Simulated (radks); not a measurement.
# A spherical quantum dot from 1 to 7 electrons

Aim: add electrons one at a time to a parabolic well with ω = 0.449 hartree*, with a point charge of +2 at the centre, try the lowest free levels for each, keep the configuration of least energy, and see where shells close.

Program: radks, version 2. Model: non-relativistic spin-polarised Kohn-Sham, r2SCAN, spherically averaged shells. All values are calculated.

## (1) The system

* well: a parabolic well with ω = 0.449 hartree*, with a point charge of +2 at the centre
* functional: r2SCAN
* levels: named by radial order: 1s, 1p, 1d, 2s, 1f and so on
* units: effective atomic units, hartree* and bohr*
* configuration carried in: none

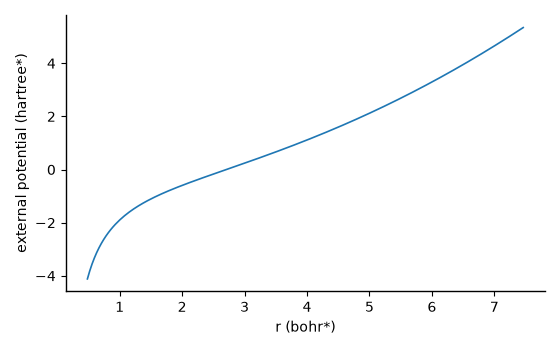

The external potential that the electrons feel.

## (2) Electron number 1

Trying: add 1s up. Settings of this run:

```ini
kind = parabolic
xc = R2SCAN
omega = 0.449  # hartree
z = 2  # e
electrons = 1
background = 0  # e
configuration = 1s(up 1, down 0)
```

On the command line:

```console
$ python run_model.py task.json out
```

task.json names the series; the program runs every candidate in turn, and a move starts from the lowest state found so far. In the records, mag is the spin moment and err the last SCF error; their hartree and bohr are effective units.

From the run's result record (rounded, not every field):

```text
{
  "status": "converged",
  "energy_total [hartree]": -1.92783919,
  "energy_kinetic [hartree]": 2.133784,
  "energy_external [hartree]": -4.062225,
  "energy_hartree [hartree]": 0.6490267,
  "energy_xc [hartree]": -0.648425,
  "energy_background [hartree]": 0.0,
  "orbitals [level, occupation, hartree, mean radius in bohr]": [
    ["1s up", 1, -1.49811, 0.718932]
  ],
  "r2_mean [bohr^2]": 0.6810304,
  "mag [bohr magneton]": 1,
  "err": 6e-07
}
```

The series goes on from 1s(up 1, down 0).

## (3) N = 2

Trying: add 1s down. Settings of this run:

```ini
kind = parabolic
xc = R2SCAN
omega = 0.449  # hartree
z = 2  # e
electrons = 2
background = 0  # e
configuration = 1s2
```

From the run's result record (rounded, not every field):

```text
{
  "status": "converged",
  "energy_total [hartree]": -2.6920993,
  "energy_kinetic [hartree]": 3.233497,
  "energy_external [hartree]": -6.995658,
  "energy_hartree [hartree]": 2.220572,
  "energy_xc [hartree]": -1.150511,
  "energy_background [hartree]": 0.0,
  "orbitals [level, occupation, hartree, mean radius in bohr]": [
    ["1s up", 1, -0.426138, 0.844764],
    ["1s down", 1, -0.426138, 0.844764]
  ],
  "r2_mean [bohr^2]": 0.9504729,
  "mag [bohr magneton]": 0,
  "err": 7e-07
}
```

Trying: add 1p up. Changed: configuration = 1s(up 1, down 0) 1p(up 1, down 0).

Result:

```text
{
  "status": "converged",
  "energy_total [hartree]": -1.40549126,
  "energy_kinetic [hartree]": 2.811523,
  "energy_external [hartree]": -4.779992,
  "energy_hartree [hartree]": 1.469523,
  "energy_xc [hartree]": -0.9065456,
  "energy_background [hartree]": 0.0,
  "orbitals [level, occupation, hartree, mean radius in bohr]": [
    ["1s up", 1, -0.958541, 0.755952],
    ["1p up", 1, 0.693786, 1.86093]
  ],
  "r2_mean [bohr^2]": 2.34932,
  "mag [bohr magneton]": 2,
  "err": 7.7e-07
}
```

| candidate | configuration | above the lowest (hartree*) |
| --- | --- | --- |
| add 1s down | 1s2 | lowest |
| add 1p up | 1s(up 1, down 0) 1p(up 1, down 0) | 1.29 |

Kept: 1s2.

## (4) N = 3

Trying: add 1p up. Settings of this run:

```ini
kind = parabolic
xc = R2SCAN
omega = 0.449  # hartree
z = 2  # e
electrons = 3
background = 0  # e
configuration = 1s2 1p(up 1, down 0)
```

From the run's result record (rounded, not every field):

```text
{
  "status": "converged",
  "energy_total [hartree]": -1.64306136,
  "energy_kinetic [hartree]": 3.709831,
  "energy_external [hartree]": -7.390826,
  "energy_hartree [hartree]": 3.416868,
  "energy_xc [hartree]": -1.378934,
  "energy_background [hartree]": 0.0,
  "orbitals [level, occupation, hartree, mean radius in bohr]": [
    ["1s up", 1, 0.0328574, 0.900458],
    ["1p up", 1, 1.19845, 2.09462],
    ["1s down", 1, 0.064095, 0.861777]
  ],
  "r2_mean [bohr^2]": 2.337227,
  "mag [bohr magneton]": 1,
  "err": 7.7e-07
}
```

Trying: add 2s up. Changed: configuration = 1s2 2s(up 1, down 0).

Result:

```text
{
  "status": "converged",
  "energy_total [hartree]": -1.5662084,
  "energy_kinetic [hartree]": 4.027881,
  "energy_external [hartree]": -7.572877,
  "energy_hartree [hartree]": 3.396986,
  "energy_xc [hartree]": -1.418199,
  "energy_background [hartree]": 0.0,
  "orbitals [level, occupation, hartree, mean radius in bohr]": [
    ["1s up", 1, 0.0332583, 0.871268],
    ["2s up", 1, 1.25285, 2.31431],
    ["1s down", 1, 0.0686609, 0.891808]
  ],
  "r2_mean [bohr^2]": 2.766705,
  "mag [bohr magneton]": 1,
  "err": 5.7e-07
}
```

Trying: move 1p up to 2s up: the same state as a run above.

| candidate | configuration | above the lowest (hartree*) |
| --- | --- | --- |
| add 1p up | 1s2 1p(up 1, down 0) | lowest |
| add 2s up | 1s2 2s(up 1, down 0) | 0.0769 |
| move 1p up to 2s up | 1s2 2s(up 1, down 0) | 0.0769 |

The series goes on from 1s2 1p(up 1, down 0).

From the same record, its empty bound levels (hartree) and its density (bohr, e/bohr³):

```text
empty: [["1d up", 1.7445], ["2s up", 1.3], ["1f up", 2.2474], ["1p down", 1.3557], ["1d down", 1.9946], ["2s down", 1.4825], ["1f down", 2.5823]]
r: [0.06115, 0.2148, 0.3685, 0.5221, 0.6758, 0.8295, 0.9831, 1.137, 1.29, 1.444, 1.598, 1.751, 1.905, 2.059, 2.212, 2.366, 2.52, 2.673, 2.827, 2.981]
n: [3.034, 1.663, 0.9308, 0.535, 0.3162, 0.1928, 0.1219, 0.08005, 0.05498, 0.03925, 0.02902, 0.02207, 0.01701, 0.01318, 0.01021, 0.007814, 0.0059, 0.004387, 0.003192, 0.002274]
```

## (5) 4 electrons

Trying: add 1p up. Settings of this run:

```ini
kind = parabolic
xc = R2SCAN
omega = 0.449  # hartree
z = 2  # e
electrons = 4
background = 0  # e
configuration = 1s2 1p(up 2, down 0)
```

From the run's result record (rounded, not every field):

```text
{
  "status": "converged",
  "energy_total [hartree]": -0.2785946,
  "energy_kinetic [hartree]": 4.134669,
  "energy_external [hartree]": -7.656848,
  "energy_hartree [hartree]": 4.930477,
  "energy_xc [hartree]": -1.686893,
  "energy_background [hartree]": 0.0,
  "orbitals [level, occupation, hartree, mean radius in bohr]": [
    ["1s up", 1, 0.472584, 0.936632],
    ["1p up", 2, 1.53261, 2.19419],
    ["1s down", 1, 0.519326, 0.875944]
  ],
  "r2_mean [bohr^2]": 3.245204,
  "mag [bohr magneton]": 2,
  "err": 7.9e-07
}
```

Trying: add 2s up. Changed: configuration = 1s2 1p(up 1, down 0) 2s(up 1, down 0).

Result:

```text
{
  "status": "converged",
  "energy_total [hartree]": -0.206977792,
  "energy_kinetic [hartree]": 4.457567,
  "energy_external [hartree]": -7.855848,
  "energy_hartree [hartree]": 4.901123,
  "energy_xc [hartree]": -1.70982,
  "energy_background [hartree]": 0.0,
  "orbitals [level, occupation, hartree, mean radius in bohr]": [
    ["1s up", 1, 0.468869, 0.914661],
    ["1p up", 1, 1.52347, 2.23358],
    ["2s up", 1, 1.58056, 2.3492],
    ["1s down", 1, 0.531888, 0.912212]
  ],
  "r2_mean [bohr^2]": 3.567297,
  "mag [bohr magneton]": 2,
  "err": 8.5e-07
}
```

Trying: add 1p down. Changed: configuration = 1s2 1p(up 1, down 1).

Result:

```text
{
  "status": "converged",
  "energy_total [hartree]": -0.203456711,
  "energy_kinetic [hartree]": 4.102943,
  "energy_external [hartree]": -7.608851,
  "energy_hartree [hartree]": 4.905051,
  "energy_xc [hartree]": -1.6026,
  "energy_background [hartree]": 0.0,
  "orbitals [level, occupation, hartree, mean radius in bohr]": [
    ["1s up", 1, 0.486189, 0.910803],
    ["1p up", 1, 1.58156, 2.20983],
    ["1s down", 1, 0.486189, 0.910803],
    ["1p down", 1, 1.58156, 2.20983]
  ],
  "r2_mean [bohr^2]": 3.293784,
  "mag [bohr magneton]": 0,
  "err": 5.4e-07
}
```

Trying: move 1p up to 2s up: the same state as a run above.

Trying: move 1p up to 1p down: the same state as a run above.

| candidate | configuration | above the lowest (hartree*) |
| --- | --- | --- |
| add 1p up | 1s2 1p(up 2, down 0) | lowest |
| add 2s up | 1s2 1p(up 1, down 0) 2s(up 1, down 0) | 0.0716 |
| add 1p down | 1s2 1p(up 1, down 1) | 0.0751 |
| move 1p up to 2s up | 1s2 1p(up 1, down 0) 2s(up 1, down 0) | 0.0716 |
| move 1p up to 1p down | 1s2 1p(up 1, down 1) | 0.0751 |

The series goes on from 1s2 1p(up 2, down 0).

## (6) Electron number 5

Trying: add 1p up. Settings of this run:

```ini
kind = parabolic
xc = R2SCAN
omega = 0.449  # hartree
z = 2  # e
electrons = 5
background = 0  # e
configuration = 1s2 1p(up 3, down 0)
```

From the run's result record (rounded, not every field):

```text
{
  "status": "converged",
  "energy_total [hartree]": 1.4205303,
  "energy_kinetic [hartree]": 4.504438,
  "energy_external [hartree]": -7.775938,
  "energy_hartree [hartree]": 6.716857,
  "energy_xc [hartree]": -2.024827,
  "energy_background [hartree]": 0.0,
  "orbitals [level, occupation, hartree, mean radius in bohr]": [
    ["1s up", 1, 0.887789, 0.964875],
    ["1p up", 3, 1.86399, 2.29059],
    ["1s down", 1, 0.941024, 0.888419]
  ],
  "r2_mean [bohr^2]": 3.971525,
  "mag [bohr magneton]": 3,
  "err": 3.7e-07
}
```

Trying: add 2s up. Changed: configuration = 1s2 1p(up 2, down 0) 2s(up 1, down 0).

Result:

```text
{
  "status": "converged",
  "energy_total [hartree]": 1.48143171,
  "energy_kinetic [hartree]": 4.82098,
  "energy_external [hartree]": -7.984019,
  "energy_hartree [hartree]": 6.684773,
  "energy_xc [hartree]": -2.040302,
  "energy_background [hartree]": 0.0,
  "orbitals [level, occupation, hartree, mean radius in bohr]": [
    ["1s up", 1, 0.882517, 0.949255],
    ["1p up", 2, 1.85284, 2.31417],
    ["2s up", 1, 1.90506, 2.40653],
    ["1s down", 1, 0.960832, 0.92923]
  ],
  "r2_mean [bohr^2]": 4.219036,
  "mag [bohr magneton]": 3,
  "err": 7.7e-07
}
```

Trying: add 1p down. Changed: configuration = 1s2 1p(up 2, down 1).

Result:

```text
{
  "status": "converged",
  "energy_total [hartree]": 1.53393525,
  "energy_kinetic [hartree]": 4.463186,
  "energy_external [hartree]": -7.708114,
  "energy_hartree [hartree]": 6.677576,
  "energy_xc [hartree]": -1.898713,
  "energy_background [hartree]": 0.0,
  "orbitals [level, occupation, hartree, mean radius in bohr]": [
    ["1s up", 1, 0.891784, 0.944652],
    ["1p up", 2, 1.89521, 2.30332],
    ["1s down", 1, 0.910157, 0.917485],
    ["1p down", 1, 1.94775, 2.31883]
  ],
  "r2_mean [bohr^2]": 4.036839,
  "mag [bohr magneton]": 1,
  "err": 2.3e-07
}
```

Trying: move 1p up to 2s up: the same state as a run above.

Trying: move 1p up to 1p down: the same state as a run above.

| candidate | configuration | above the lowest (hartree*) |
| --- | --- | --- |
| add 1p up | 1s2 1p(up 3, down 0) | lowest |
| add 2s up | 1s2 1p(up 2, down 0) 2s(up 1, down 0) | 0.0609 |
| add 1p down | 1s2 1p(up 2, down 1) | 0.113 |
| move 1p up to 2s up | 1s2 1p(up 2, down 0) 2s(up 1, down 0) | 0.0609 |
| move 1p up to 1p down | 1s2 1p(up 2, down 1) | 0.113 |

Kept: 1s2 1p(up 3, down 0).

## (7) Electron number 6

Trying: add 2s up. Settings of this run:

```ini
kind = parabolic
xc = R2SCAN
omega = 0.449  # hartree
z = 2  # e
electrons = 6
background = 0  # e
configuration = 1s2 1p(up 3, down 0) 2s(up 1, down 0)
```

From the run's result record (rounded, not every field):

```text
{
  "status": "converged",
  "energy_total [hartree]": 3.49617516,
  "energy_kinetic [hartree]": 5.134447,
  "energy_external [hartree]": -7.966343,
  "energy_hartree [hartree]": 8.719143,
  "energy_xc [hartree]": -2.391073,
  "energy_background [hartree]": 0.0,
  "orbitals [level, occupation, hartree, mean radius in bohr]": [
    ["1s up", 1, 1.27351, 0.977291],
    ["1p up", 3, 2.17502, 2.39874],
    ["2s up", 1, 2.21944, 2.47234],
    ["1s down", 1, 1.36045, 0.941953]
  ],
  "r2_mean [bohr^2]": 4.804007,
  "mag [bohr magneton]": 4,
  "err": 5.3e-07
}
```

Trying: add 1p down. Changed: configuration = 1s2 1p(up 3, down 1).

Result:

```text
{
  "status": "converged",
  "energy_total [hartree]": 3.58578212,
  "energy_kinetic [hartree]": 4.785839,
  "energy_external [hartree]": -7.673166,
  "energy_hartree [hartree]": 8.698431,
  "energy_xc [hartree]": -2.225323,
  "energy_background [hartree]": 0.0,
  "orbitals [level, occupation, hartree, mean radius in bohr]": [
    ["1s up", 1, 1.27784, 0.970229],
    ["1p up", 3, 2.2073, 2.39538],
    ["1s down", 1, 1.30554, 0.923221],
    ["1p down", 1, 2.29495, 2.42118]
  ],
  "r2_mean [bohr^2]": 4.681537,
  "mag [bohr magneton]": 2,
  "err": 8.9e-07
}
```

Trying: add 2s down. Changed: configuration = 1s2 1p(up 3, down 0) 2s(up 0, down 1).

Result:

```text
{
  "status": "converged",
  "energy_total [hartree]": 3.59818613,
  "energy_kinetic [hartree]": 5.046321,
  "energy_external [hartree]": -7.849657,
  "energy_hartree [hartree]": 8.678819,
  "energy_xc [hartree]": -2.277297,
  "energy_background [hartree]": 0.0,
  "orbitals [level, occupation, hartree, mean radius in bohr]": [
    ["1s up", 1, 1.29238, 1.00983],
    ["1p up", 3, 2.1924, 2.3691],
    ["1s down", 1, 1.31486, 0.902119],
    ["2s down", 1, 2.29445, 2.60404]
  ],
  "r2_mean [bohr^2]": 4.828188,
  "mag [bohr magneton]": 2,
  "err": 4.1e-07
}
```

Trying: move 2s up to 1p down: the same state as a run above.

Trying: move 1p up to 1p down. Changed: configuration = 1s2 1p(up 2, down 1) 2s(up 1, down 0).

Result:

```text
{
  "status": "converged",
  "energy_total [hartree]": 3.62397922,
  "energy_kinetic [hartree]": 5.079467,
  "energy_external [hartree]": -7.874831,
  "energy_hartree [hartree]": 8.669966,
  "energy_xc [hartree]": -2.250623,
  "energy_background [hartree]": 0.0,
  "orbitals [level, occupation, hartree, mean radius in bohr]": [
    ["1s up", 1, 1.27676, 0.954791],
    ["1p up", 2, 2.19958, 2.42112],
    ["2s up", 1, 2.23067, 2.50307],
    ["1s down", 1, 1.32606, 0.969354],
    ["1p down", 1, 2.27624, 2.3862]
  ],
  "r2_mean [bohr^2]": 4.862559,
  "mag [bohr magneton]": 2,
  "err": 8.9e-07
}
```

| candidate | configuration | above the lowest (hartree*) |
| --- | --- | --- |
| add 2s up | 1s2 1p(up 3, down 0) 2s(up 1, down 0) | lowest |
| add 1p down | 1s2 1p(up 3, down 1) | 0.0896 |
| add 2s down | 1s2 1p(up 3, down 0) 2s(up 0, down 1) | 0.102 |
| move 2s up to 1p down | 1s2 1p(up 3, down 1) | 0.0896 |
| move 1p up to 1p down | 1s2 1p(up 2, down 1) 2s(up 1, down 0) | 0.128 |

The series goes on from 1s2 1p(up 3, down 0) 2s(up 1, down 0).

From the same record, its empty bound levels (hartree) and its density (bohr, e/bohr³):

```text
empty: [["1d up", 2.5949], ["1f up", 3.021], ["2p up", 3.0203], ["1g up", 3.4634], ["1p down", 2.3906], ["1d down", 2.8794], ["2s down", 2.4643], ["1f down", 3.3532], ["2p down", 3.268], ["1g down", 3.8134]]
r: [0.08767, 0.308, 0.5283, 0.7486, 0.9689, 1.189, 1.409, 1.63, 1.85, 2.07, 2.291, 2.511, 2.731, 2.952, 3.172, 3.392, 3.613, 3.833, 4.053, 4.273]
n: [2.904, 1.236, 0.5513, 0.2621, 0.1371, 0.083, 0.0596, 0.04905, 0.04278, 0.03741, 0.03174, 0.02577, 0.01991, 0.01458, 0.01013, 0.006673, 0.004157, 0.002461, 0.001382, 0.0007378]
```

## (8) N = 7

Trying: add 1p down. Settings of this run:

```ini
kind = parabolic
xc = R2SCAN
omega = 0.449  # hartree
z = 2  # e
electrons = 7
background = 0  # e
configuration = 1s2 1p(up 3, down 1) 2s(up 1, down 0)
```

From the run's result record (rounded, not every field):

```text
{
  "status": "converged",
  "energy_total [hartree]": 5.97661459,
  "energy_kinetic [hartree]": 5.356574,
  "energy_external [hartree]": -7.712093,
  "energy_hartree [hartree]": 10.92251,
  "energy_xc [hartree]": -2.590376,
  "energy_background [hartree]": 0.0,
  "orbitals [level, occupation, hartree, mean radius in bohr]": [
    ["1s up", 1, 1.64223, 0.980375],
    ["1p up", 3, 2.50434, 2.50058],
    ["2s up", 1, 2.53, 2.56461],
    ["1s down", 1, 1.7027, 0.976093],
    ["1p down", 1, 2.60978, 2.48645]
  ],
  "r2_mean [bohr^2]": 5.416775,
  "mag [bohr magneton]": 3,
  "err": 5.6e-07
}
```

Trying: add 2s down. Changed: configuration = 1s2 1p(up 3, down 0) 2s2.

Result:

```text
{
  "status": "converged",
  "energy_total [hartree]": 5.99679531,
  "energy_kinetic [hartree]": 5.635886,
  "energy_external [hartree]": -7.928107,
  "energy_hartree [hartree]": 10.92676,
  "energy_xc [hartree]": -2.637749,
  "energy_background [hartree]": 0.0,
  "orbitals [level, occupation, hartree, mean radius in bohr]": [
    ["1s up", 1, 1.66554, 1.026],
    ["1p up", 3, 2.48979, 2.47826],
    ["2s up", 1, 2.53586, 2.5406],
    ["1s down", 1, 1.72183, 0.953932],
    ["2s down", 1, 2.61706, 2.67165]
  ],
  "r2_mean [bohr^2]": 5.55458,
  "mag [bohr magneton]": 3,
  "err": 5.4e-07
}
```

Trying: add 1d up. Changed: configuration = 1s2 1p(up 3, down 0) 1d(up 1, down 0) 2s(up 1, down 0).

Result:

```text
{
  "status": "converged",
  "energy_total [hartree]": 6.22160026,
  "energy_kinetic [hartree]": 5.668033,
  "energy_external [hartree]": -7.480155,
  "energy_hartree [hartree]": 10.71876,
  "energy_xc [hartree]": -2.685042,
  "energy_background [hartree]": 0.0,
  "orbitals [level, occupation, hartree, mean radius in bohr]": [
    ["1s up", 1, 1.59025, 0.98151],
    ["1p up", 3, 2.46033, 2.47251],
    ["1d up", 1, 2.85595, 2.94809],
    ["2s up", 1, 2.49141, 2.536],
    ["1s down", 1, 1.67149, 0.941259]
  ],
  "r2_mean [bohr^2]": 5.663059,
  "mag [bohr magneton]": 5,
  "err": 7.8e-07
}
```

Trying: move 1p down to 2s down: the same state as a run above.

Trying: move 2s up to 1p down. Changed: configuration = 1s2 1p(up 3, down 2).

Result:

```text
{
  "status": "converged",
  "energy_total [hartree]": 6.01882555,
  "energy_kinetic [hartree]": 5.048353,
  "energy_external [hartree]": -7.462117,
  "energy_hartree [hartree]": 10.9217,
  "energy_xc [hartree]": -2.48911,
  "energy_background [hartree]": 0.0,
  "orbitals [level, occupation, hartree, mean radius in bohr]": [
    ["1s up", 1, 1.64665, 0.973152],
    ["1p up", 3, 2.5384, 2.49273],
    ["1s down", 1, 1.65686, 0.954178],
    ["1p down", 2, 2.57329, 2.50214]
  ],
  "r2_mean [bohr^2]": 5.299773,
  "mag [bohr magneton]": 1,
  "err": 4.9e-07
}
```

Trying: move 2s up to 2s down. Changed: configuration = 1s2 1p(up 3, down 1) 2s(up 0, down 1).

Result:

```text
{
  "status": "converged",
  "energy_total [hartree]": 6.02954496,
  "energy_kinetic [hartree]": 5.310338,
  "energy_external [hartree]": -7.649336,
  "energy_hartree [hartree]": 10.90068,
  "energy_xc [hartree]": -2.532141,
  "energy_background [hartree]": 0.0,
  "orbitals [level, occupation, hartree, mean radius in bohr]": [
    ["1s up", 1, 1.6653, 1.01893],
    ["1p up", 3, 2.52434, 2.46308],
    ["1s down", 1, 1.66454, 0.934173],
    ["1p down", 1, 2.57058, 2.5504],
    ["2s down", 1, 2.5729, 2.63394]
  ],
  "r2_mean [bohr^2]": 5.425803,
  "mag [bohr magneton]": 1,
  "err": 3e-07
}
```

| candidate | configuration | above the lowest (hartree*) |
| --- | --- | --- |
| add 1p down | 1s2 1p(up 3, down 1) 2s(up 1, down 0) | lowest |
| add 2s down | 1s2 1p(up 3, down 0) 2s2 | 0.0202 |
| add 1d up | 1s2 1p(up 3, down 0) 1d(up 1, down 0) 2s(up 1, down 0) | 0.245 |
| move 1p down to 2s down | 1s2 1p(up 3, down 0) 2s2 | 0.0202 |
| move 2s up to 1p down | 1s2 1p(up 3, down 2) | 0.0422 |
| move 2s up to 2s down | 1s2 1p(up 3, down 1) 2s(up 0, down 1) | 0.0529 |

The series goes on from 1s2 1p(up 3, down 1) 2s(up 1, down 0).

## (9) Collected

| N | configuration | unpaired | chemical potential (hartree*) | addition energy (hartree*) | rms radius (bohr*) |
| --- | --- | --- | --- | --- | --- |
| 1 | 1s(up 1, down 0) | 1 | -1.928 | 1.16 | 0.825 |
| 2 | 1s2 | 0 | -0.7643 | 1.81 | 0.975 |
| 3 | 1s2 1p(up 1, down 0) | 1 | 1.049 | 0.315 | 1.53 |
| 4 | 1s2 1p(up 2, down 0) | 2 | 1.364 | 0.335 | 1.80 |
| 5 | 1s2 1p(up 3, down 0) | 3 | 1.699 | 0.377 | 1.99 |
| 6 | 1s2 1p(up 3, down 0) 2s(up 1, down 0) | 4 | 2.076 | 0.405 | 2.19 |
| 7 | 1s2 1p(up 3, down 1) 2s(up 1, down 0) | 3 | 2.480 | - | 2.33 |

Chemical potential E(N) - E(N-1); addition energy E(N+1) + E(N-1) - 2E(N).

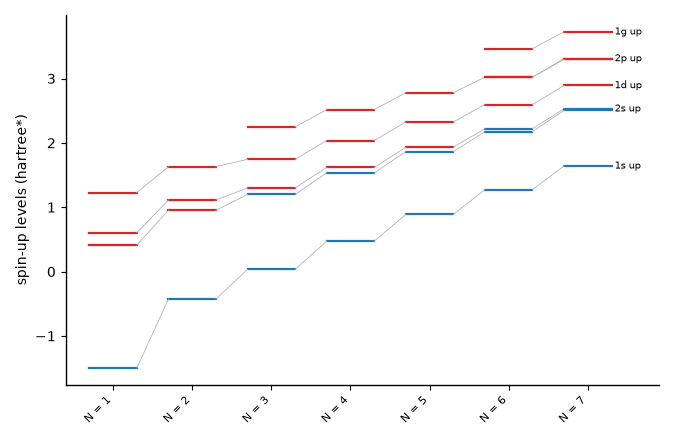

Spin-up levels of the kept configurations; wholly or partly filled blue, empty red.

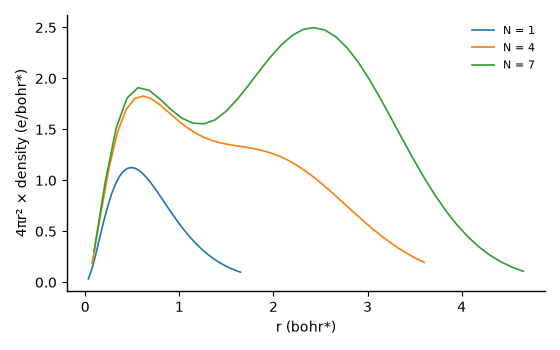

Radial distributions of the electrons.

## (10) What came out

| quantity | value |
| --- | --- |
| closed shells at N | 2 |
| largest addition energy | 1.81 hartree* at N = 2 (of N = 1 to 6) |
| most unpaired electrons | 4 at N = 6 |
| configuration at N = 7 | 1s2 1p(up 3, down 1) 2s(up 1, down 0) |

Shells close at N = 2, and the second difference peaks there. The largest moment in range is 4, first at N = 6: exchange favours parallel spins in open shells. Only a few candidates are tried at each count, so a lower state may have been missed.
